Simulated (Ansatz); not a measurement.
# Appearance energy of a fragment ion: GeH3(CF3) → [CF3]+ + GeH3 + e⁻

Species: GeH3(CF3), singlet; [CF3]+ `F[C+](F)F`, singlet; GeH3 `[GeH3]`, doublet. 

Shapes, held fixed at every level: PBE0-D4/def2-TZVP. Programs: Ansatz 0.2.0. Electronic energies: no zero-point or thermal term.

| level | kind | ΔE (eV) | less CCSD(T)/def2-TZVPP |
| --- | --- | --- | --- |
| MP2/def2-SVP | perturbation theory | +11.85 | -0.41 |
| MP2/def2-TZVPP | perturbation theory | +12.25 | -0.01 |
| BHLYP-D4/def2-TZVPP | global hybrid | +12.34 | +0.08 |
| PBE0-D4/def2-TZVPP | global hybrid | +12.26 | 0.00 |
| wB97X-V/def2-TZVPP | range-separated hybrid | +12.42 | +0.16 |
| CCSD(T)/def2-SVP | coupled cluster or CI | +11.87 | -0.39 |
| CCSD/def2-TZVPP | coupled cluster or CI | +12.23 | -0.03 |
| CCSD(T)/def2-TZVPP | coupled cluster or CI | +12.26 | 0.00 |

The highest level, CCSD(T)/def2-TZVPP, gives ΔE = +12.26 eV; the levels span +11.85 to +12.42. The column of differences is taken from that level and isn't an error. No measured value is set beside it here. Open shells run unrestricted. Relativity is left out for Ge. Outer-core shells of Ge are correlated, in sets that cover them unevenly. The onset seen in experiment also holds zero-point changes and kinetic shifts.

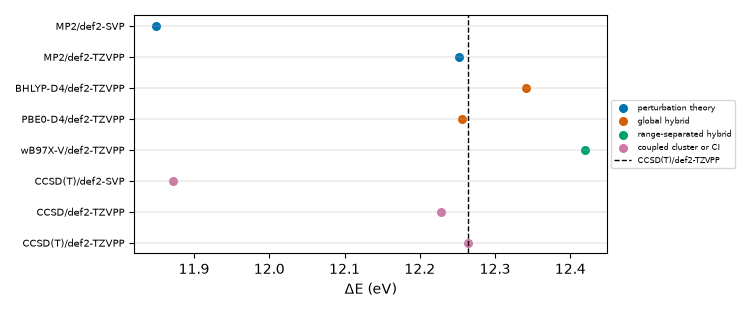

The values of the table, level by level.
